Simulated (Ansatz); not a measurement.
# CuCl3 (singlet): density functionals in def2-SVP

Aim: run CuCl3 (singlet) with a set of functionals in one basis and compare levels, spin and time.

Program: Ansatz 0.2.0, Gaussian basis. Level of theory: def2-SVP, all electrons in the functionals, frozen cores in the correlation of double hybrids and RPA. These are calculated values, not measurements.

The runs, in order: PBE, r2SCAN, PBE0, B3LYP, r2SCANh, wB97M-V, B2PLYP, RKS PBE0, RPA-PBE.

**1. The geometry**

The geometry is a PBE0/def2-TZVP stationary point (not a proven minimum).

4 atoms, charge 0, spin multiplicity 1.

Atoms are counted from 1 here; the program's logs count them from 0.

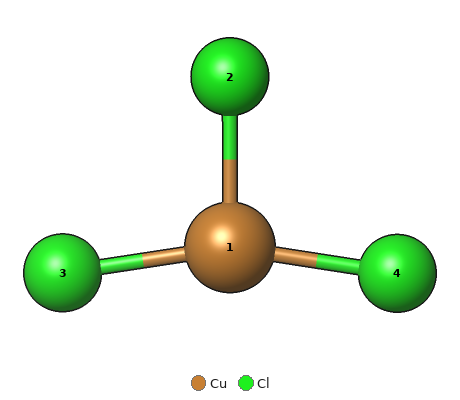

The structure; copper orange, chlorine green; atoms are numbered from 1 in the order of the file.

No dispersion term is added; wB97M-V holds VV10 nonlocal correlation. B3LYP takes the VWN-RPA correlation.

**2. PBE (unrestricted)**

The input, in.yaml:

```yaml
crystal:
  periodic: [false, false, false]
  atoms:
    - {symbol: Cu, position_ang: [0.000000, -0.305593, 0.000000]}
    - {symbol: Cl, position_ang: [0.000000, 1.790304, 0.000000]}
    - {symbol: Cl, position_ang: [0.000000, -0.621280, 2.048521]}
    - {symbol: Cl, position_ang: [0.000000, -0.621280, -2.048521]}
basis:
  gaussian: {orbitals: def2-SVP}
magnetization: {spin_polarized: true, initial_magnetization: 0}
hamiltonian: {xc: {name: PBE}}
output: {orbitals: {seedname: orbitals}}
```

Started as:

```bash
ansatz run in.yaml --threads 1 --pin off --events-out ev --progress --plain --max-ram 4096MiB --backend cpu
```

The log of the run:

```text
Functional definition: PBE
  name "PBE"
  cite "Perdew, Burke & Ernzerhof, Phys. Rev. Lett. 77, 3865 (1996) doi:10.1103/PhysRevLett.77.3865"
  parent pbe
  parameter kappa = 0.804
  parameter beta = 0.06672455060314922
  exchange = pbe_x(kappa = kappa, mu = beta*pi^2/3)
  correlation = pbe_c(beta = beta)
969 factors; their error is unknown
mean field evaluation 1: about -82168.9799 eV, gradient 1.3e1 eV
mean field evaluation 2: about -82157.4920 eV, gradient 5.2e1 eV
mean field evaluation 4: about -82169.5707 eV, gradient 4.2e0 eV
mean field evaluation 8: about -82169.7049 eV, gradient 3.1e-1 eV
mean field evaluation 16: about -82169.6456 eV, gradient 4.5e-5 eV
mean field evaluation 32: about -82169.6489 eV, gradient 3.0e-4 eV
mean field evaluation 64: about -82168.8687 eV, gradient 1.2e0 eV
mean field evaluation 96: about -82169.1019 eV, gradient 2.3e-1 eV
mean field evaluation 128: about -82169.0263 eV, gradient 1.9e0 eV
mean field evaluation 160: about -82168.9642 eV, gradient 3.3e0 eV
mean field evaluation 192: about -82169.5625 eV, gradient 6.9e-1 eV
mean field evaluation 224: about -82166.8031 eV, gradient 4.0e0 eV
mean field -82169.64893061 eV, -3019.6789016114 hartree, gradient 6.5e-6 eV, S^2 0.129871; 20 other end points of the search recorded, 0 dependent functions left out
reference -82169.64899582 eV, -3019.6789040078 hartree; 40, 40 occupied and 45, 45 virtual orbitals, 969 factors
Total energy: -82169.64899582 eV, -3019.6789040078 hartree
```

Wall time 54 s (1 thread of AMD EPYC 7R13, shared host).

From the report: ⟨S²⟩ of the determinant 0.130 (pure singlet: 0.00).

**3. r2SCAN (unrestricted)**

in.yaml, as its differences from that of step 2:

```diff
@@ -10,3 +10,2 @@
 magnetization: {spin_polarized: true, initial_magnetization: 0}
-hamiltonian: {xc: {name: PBE}}
-output: {orbitals: {seedname: orbitals}}
+hamiltonian: {xc: {name: r2SCAN}}
```

Launched as before.

The log of the run, shortened:

```text
Functional definition: r2SCAN
  name "r2SCAN"
  cite "Furness, Kaplan, Ning, Perdew & Sun, J. Phys. Chem. Lett. 11, 8208 (2020) doi:10.1021/acs.jpclett.0c02405"
  cite "Furness, Kaplan, Ning, Perdew & Sun, J. Phys. Chem. Lett. 11, 9248 (2020) doi:10.1021/acs.jpclett.0c03077"
  parent r2scan
[...]
969 factors; their error is unknown
[...]
mean field -82189.31637418 eV, -3020.4016668317 hartree, gradient 8.1e-6 eV, S^2 0.224563; 18 other end points of the search recorded, 0 dependent functions left out
reference -82189.31642027 eV, -3020.4016685254 hartree; 40, 40 occupied and 45, 45 virtual orbitals, 969 factors
Total energy: -82189.31642027 eV, -3020.4016685254 hartree
```

Wall time 2.4 min (1 thread of AMD EPYC 7R13, shared host); peak memory 0.29 GiB.

From the report: ⟨S²⟩ of the determinant 0.225 (pure singlet: 0.00).

**4. PBE0 (unrestricted)**

in.yaml, as its differences from that of step 3:

```diff
@@ -10,2 +10,3 @@
 magnetization: {spin_polarized: true, initial_magnetization: 0}
-hamiltonian: {xc: {name: r2SCAN}}
+hamiltonian: {xc: {name: PBE0}}
+output: {orbitals: {seedname: orbitals}}
```

Same command.

The log of the run, shortened:

```text
Functional definition: PBE0
  name "PBE0"
  cite "Adamo & Barone, J. Chem. Phys. 110, 6158 (1999) doi:10.1063/1.478522"
  cite "Perdew, Burke & Ernzerhof, Phys. Rev. Lett. 77, 3865 (1996) doi:10.1103/PhysRevLett.77.3865"
  parent pbe
[...]
829 factors; integrals over basis functions are off by at most 1.2e-3 eV
[...]
mean field -82172.26580928 eV, -3019.7750701287 hartree, gradient 1.4e-5 eV, S^2 0.367854; 6 other end points of the search recorded, 0 dependent functions left out
reference -82172.26585843 eV, -3019.7750719351 hartree; 40, 40 occupied and 45, 45 virtual orbitals, 829 factors
Total energy: -82172.26585843 eV, -3019.7750719351 hartree
```

Run time: 20 s. Hardware: 1 thread of AMD EPYC 7R13, shared host; peak memory 0.34 GiB.

From the report: ⟨S²⟩ of the determinant 0.368 (pure singlet: 0.00).

Orbitals, density, ELF and potential are computed afterwards from the orbital file.

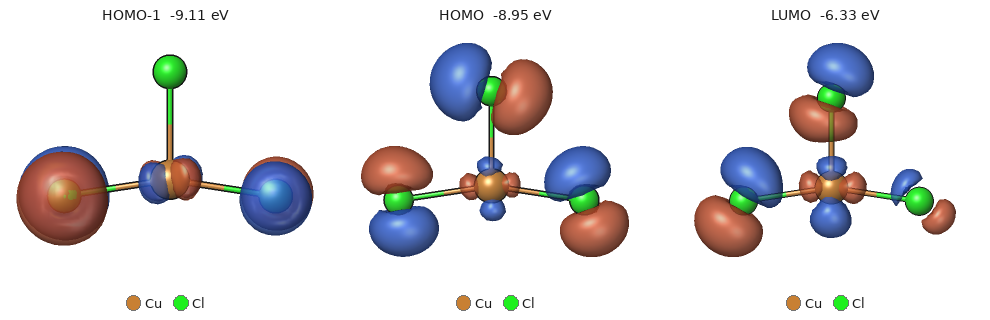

PBE0/def2-SVP orbitals (alpha spin) near the gap, drawn at the value that encloses 70 % of each; the two colours are the two signs.

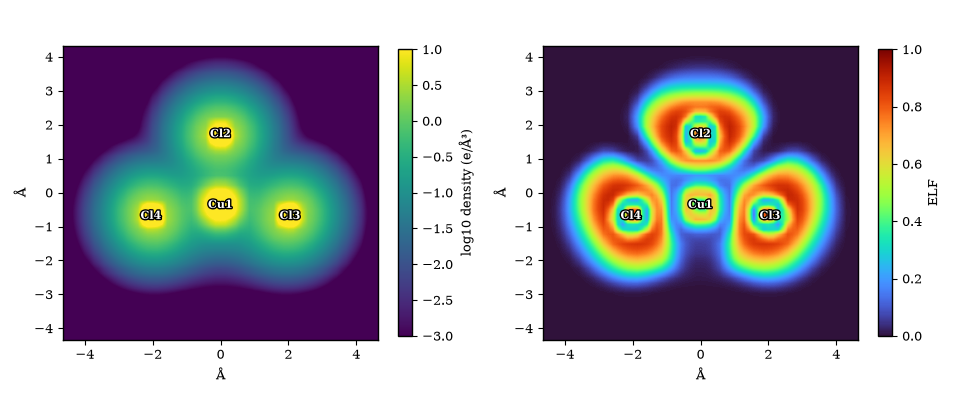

Density (left) and ELF (right) in a plane through or near 4 of the atoms.

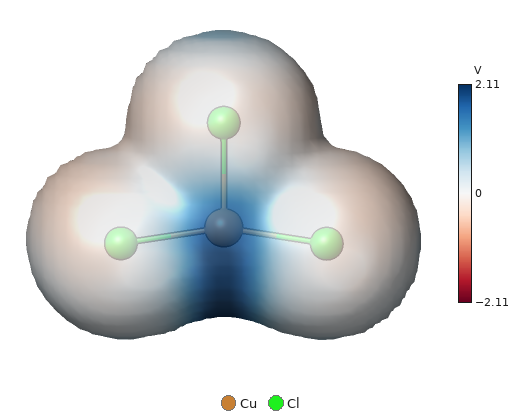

The potential that a unit positive charge feels on the 0.002 e/bohr³ surface, from the 1st to the 99th percentile, from -0.35 V near Cl3 to 2.11 V near Cu1.

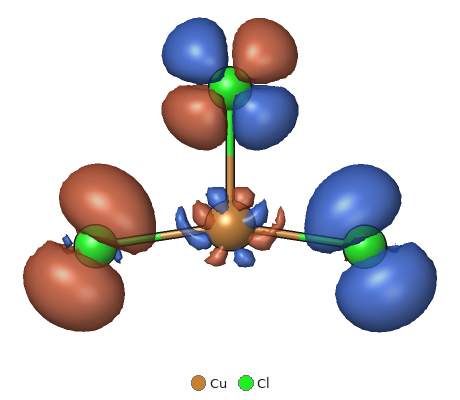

Spin density at ±0.02 e/Å³ (alpha excess blue, beta excess red).

**5. B3LYP (unrestricted)**

in.yaml, as its differences from that of step 4:

```diff
@@ -10,3 +10,2 @@
 magnetization: {spin_polarized: true, initial_magnetization: 0}
-hamiltonian: {xc: {name: PBE0}}
-output: {orbitals: {seedname: orbitals}}
+hamiltonian: {xc: {name: B3LYP}}
```

Launched as before.

The log of the run, shortened:

```text
Functional definition: B3LYP
  name "B3LYP"
  cite "Stephens, Devlin, Chabalowski & Frisch, J. Phys. Chem. 98, 11623 (1994) doi:10.1021/j100096a001"
  cite "Becke, Phys. Rev. A 38, 3098 (1988) doi:10.1103/PhysRevA.38.3098"
  cite "Lee, Yang & Parr, Phys. Rev. B 37, 785 (1988) doi:10.1103/PhysRevB.37.785"
  cite "Vosko, Wilk & Nusair, Can. J. Phys. 58, 1200 (1980) doi:10.1139/p80-159"
[...]
829 factors; integrals over basis functions are off by at most 1.2e-3 eV
[...]
mean field -82193.68184283 eV, -3020.5620948453 hartree, gradient 2.1e-5 eV, S^2 0.330783; 7 other end points of the search recorded, 0 dependent functions left out
reference -82193.68211454 eV, -3020.5621048306 hartree; 40, 40 occupied and 45, 45 virtual orbitals, 829 factors
Total energy: -82193.68211454 eV, -3020.5621048306 hartree
```

It took 19 s on 1 thread of AMD EPYC 7R13, shared host; peak memory 0.34 GiB.

From the report: ⟨S²⟩ of the determinant 0.331 (pure singlet: 0.00).

**6. r2SCANh (unrestricted)**

in.yaml, as its differences from that of step 5:

```diff
@@ -10,2 +10,2 @@
 magnetization: {spin_polarized: true, initial_magnetization: 0}
-hamiltonian: {xc: {name: B3LYP}}
+hamiltonian: {xc: {name: r2SCANh}}
```

Same command.

The log of the run, shortened:

```text
Functional definition: r2SCANh
  name "r2SCANh"
  cite "Bursch, Neugebauer, Ehlert & Grimme, J. Chem. Phys. 156, 134105 (2022) doi:10.1063/5.0086040"
  cite "Furness, Kaplan, Ning, Perdew & Sun, J. Phys. Chem. Lett. 11, 8208 (2020) doi:10.1021/acs.jpclett.0c02405"
  cite "Furness, Kaplan, Ning, Perdew & Sun, J. Phys. Chem. Lett. 11, 9248 (2020) doi:10.1021/acs.jpclett.0c03077"
  parent r2scan
[...]
829 factors; integrals over basis functions are off by at most 1.2e-3 eV
[...]
mean field -82188.41325879 eV, -3020.3684779531 hartree, gradient 1.1e-5 eV, S^2 0.311417; 23 other end points of the search recorded, 0 dependent functions left out
reference -82188.41330010 eV, -3020.3684794712 hartree; 40, 40 occupied and 45, 45 virtual orbitals, 829 factors
Total energy: -82188.41330010 eV, -3020.3684794712 hartree
```

Run time: 2.1 min. Hardware: 1 thread of AMD EPYC 7R13, shared host; peak memory 0.45 GiB.

From the report: ⟨S²⟩ of the determinant 0.311 (pure singlet: 0.00).

**7. wB97M-V (unrestricted)**

in.yaml, as its differences from that of step 6:

```diff
@@ -10,2 +10,3 @@
 magnetization: {spin_polarized: true, initial_magnetization: 0}
-hamiltonian: {xc: {name: r2SCANh}}
+hamiltonian: {xc: {name: wB97M-V}}
+output: {orbitals: {seedname: orbitals}}
```

Launched as before.

The log of the run, shortened:

```text
Functional definition: wB97M-V
  name "wB97M-V"
  cite "Mardirossian & Head-Gordon, J. Chem. Phys. 144, 214110 (2016) doi:10.1063/1.4952647"
  cite "Becke, J. Chem. Phys. 107, 8554 (1997) doi:10.1063/1.475007"
  cite "Vydrov & Van Voorhis, J. Chem. Phys. 133, 244103 (2010) doi:10.1063/1.3521275"
  # Of w^i u^j: cxij and so on, Table III.
[...]
  gx(w, u) = 1 - cx + cx01*u + cx10*w
  gss(w, u) = css00 + css04*u^4 + css10*w + css20*w^2 + css43*w^4*u^3
  gos(w, u) = cos00 + cos10*w + (cos20 + cos21*u)*w^2 + (cos60 + cos61*u)*w^6
[...]
      + integral(e_c_pw_mod_opposite_spin*gos(b97_w_opposite, b97_u_opposite)) + vv10(b, c)
829 factors; integrals over basis functions are off by at most 1.2e-3 eV
144 factors; integrals over basis functions are off by at most 1.8e-4 eV
[...]
mean field -82186.89603049 eV, -3020.3127208414 hartree, gradient 2.5e-5 eV, S^2 0.349444; 6 other end points of the search recorded, 0 dependent functions left out
reference -82186.89610329 eV, -3020.3127235170 hartree; 40, 40 occupied and 45, 45 virtual orbitals, 829 factors
Total energy: -82186.89610329 eV, -3020.3127235170 hartree
```

Run time: 62 s. Hardware: 1 thread of AMD EPYC 7R13, shared host; peak memory 0.53 GiB.

From the report: ⟨S²⟩ of the determinant 0.349 (pure singlet: 0.00).

**8. B2PLYP (unrestricted)**

in.yaml, as its differences from that of step 7:

```diff
@@ -10,3 +10,3 @@
 magnetization: {spin_polarized: true, initial_magnetization: 0}
-hamiltonian: {xc: {name: wB97M-V}}
-output: {orbitals: {seedname: orbitals}}
+hamiltonian: {xc: {name: B2PLYP}}
+correlation: {electrons: outside_noble_gas}
```

Same command.

The log of the run, shortened:

```text
Functional definition: B2PLYP
  name "B2PLYP"
  cite "Grimme, J. Chem. Phys. 124, 034108 (2006) doi:10.1063/1.2148954"
  cite "Becke, Phys. Rev. A 38, 3098 (1988) doi:10.1103/PhysRevA.38.3098"
  cite "Lee, Yang & Parr, Phys. Rev. B 37, 785 (1988) doi:10.1103/PhysRevB.37.785"
[...]
829 factors; integrals over basis functions are off by at most 1.2e-3 eV
[...]
mean field -82163.18625794 eV, -3019.4414027713 hartree, gradient 4.2e-6 eV, S^2 0.868174; 14 other end points of the search recorded, 0 dependent functions left out
24 core orbitals not correlated: weight in the atoms' cores, before any rotation towards them, 1.000 or more for the frozen orbitals, at most 0.000 for the correlated occupied ones
reference -82163.18642757 eV, -3019.4414090053 hartree; 16, 16 occupied and 45, 45 virtual orbitals, 829 factors
second order -22.80570129 eV of doubles, -0.00000000 eV of singles
Total energy: -82169.34396692 eV, -3019.6676944026 hartree
```

Run time: 67 s. Hardware: 1 thread of AMD EPYC 7R13, shared host; peak memory 0.38 GiB.

From the report: ⟨S²⟩ of the determinant 0.868 (pure singlet: 0.00). The determinant is far from a pure spin state, so its energy mixes those of several spin states (harmless only where they are near-degenerate, as at dissociation).

**9. PBE0 (restricted)**

in.yaml, as its differences from that of step 8:

```diff
@@ -9,4 +9,2 @@
   gaussian: {orbitals: def2-SVP}
-magnetization: {spin_polarized: true, initial_magnetization: 0}
-hamiltonian: {xc: {name: B2PLYP}}
-correlation: {electrons: outside_noble_gas}
+hamiltonian: {xc: {name: PBE0}}
```

Launched as before.

The log of the run:

```text
Functional definition: PBE0
  name "PBE0"
  cite "Adamo & Barone, J. Chem. Phys. 110, 6158 (1999) doi:10.1063/1.478522"
  cite "Perdew, Burke & Ernzerhof, Phys. Rev. Lett. 77, 3865 (1996) doi:10.1103/PhysRevLett.77.3865"
  parent pbe
  parameter a = 0.25
  parameter kappa = 0.804
  parameter beta = 0.06672455060314922
  exchange = (1 - a)*pbe_x(kappa = kappa, mu = beta*pi^2/3) + a*exact_x
  correlation = pbe_c(beta = beta)
829 factors; integrals over basis functions are off by at most 1.2e-3 eV
mean field evaluation 1: about -82171.6541 eV, gradient 1.4e1 eV
mean field evaluation 2: about -82169.4715 eV, gradient 4.4e1 eV
mean field evaluation 4: about -82172.0534 eV, gradient 3.9e0 eV
mean field evaluation 8: about -82172.2229 eV, gradient 5.0e-1 eV
mean field evaluation 16: about -82172.2240 eV, gradient 9.2e-5 eV
mean field -82172.22396086 eV, -3019.7735322276 hartree, gradient 2.9e-5 eV, S^2 0.000000; 0 other end points of the search recorded, 0 dependent functions left out
reference -82172.22401013 eV, -3019.7735340384 hartree; 40, 40 occupied and 45, 45 virtual orbitals, 829 factors
Total energy: -82172.22401013 eV, -3019.7735340384 hartree
```

Run time: 2.7 s. Hardware: 1 thread of AMD EPYC 7R13, shared host; peak memory 0.25 GiB.

**10. RPA-PBE**

in.yaml, as its differences from that of step 9:

```diff
@@ -9,2 +9,4 @@
   gaussian: {orbitals: def2-SVP}
-hamiltonian: {xc: {name: PBE0}}
+magnetization: {spin_polarized: true, initial_magnetization: 0}
+hamiltonian: {xc: {name: PBE}}
+correlation: {method: rpa, electrons: outside_noble_gas}
```

The command is unchanged.

The log of the run, shortened:

```text
Functional definition: PBE
  name "PBE"
  cite "Perdew, Burke & Ernzerhof, Phys. Rev. Lett. 77, 3865 (1996) doi:10.1103/PhysRevLett.77.3865"
  parent pbe
[...]
829 factors; integrals over basis functions are off by at most 1.2e-3 eV
[...]
mean field -82169.64891175 eV, -3019.6789009184 hartree, gradient 2.9e-6 eV, S^2 0.129874; 16 other end points of the search recorded, 0 dependent functions left out
24 core orbitals not correlated: weight in the atoms' cores, before any rotation towards them, 1.000 or more for the frozen orbitals, at most 0.000 for the correlated occupied ones
reference -82087.89976659 eV, -3016.6746752454 hartree; 16, 16 occupied and 45, 45 virtual orbitals, 829 factors
Total energy: -82118.04017755 eV, -3017.7823149182 hartree
```

Wall time 53 s (1 thread of AMD EPYC 7R13, shared host); peak memory 0.25 GiB.

From the report: ⟨S²⟩ of the determinant 0.130 (pure singlet: 0.00).

**11. Side by side**

```tsv
functional	energy (eV)	⟨S²⟩	time
PBE	-82169.6490	0.130	54 s
r2SCAN	-82189.3164	0.225	2.4 min
PBE0	-82172.2659	0.368	20 s
B3LYP	-82193.6821	0.331	19 s
r2SCANh	-82188.4133	0.311	2.1 min
wB97M-V	-82186.8961	0.349	62 s
B2PLYP	-82169.3440	0.868	67 s
RKS PBE0	-82172.2240	0.000	2.7 s
RPA-PBE	-82118.0402	0.130	53 s
```

Orbital levels of the runs that wrote orbitals: PBE HOMO -7.43, LUMO -6.92 eV; PBE0 HOMO -8.95, LUMO -6.33 eV; wB97M-V HOMO -10.97, LUMO -4.37 eV.

**12. Results**

| quantity | value |
| --- | --- |
| spread of total energies | 75.6 eV |
| quickest, slowest | RKS PBE0 2.7 s, r2SCAN 2.4 min |

**Reading.** Total energies of different functionals can't be ranked; only differences within one functional count.
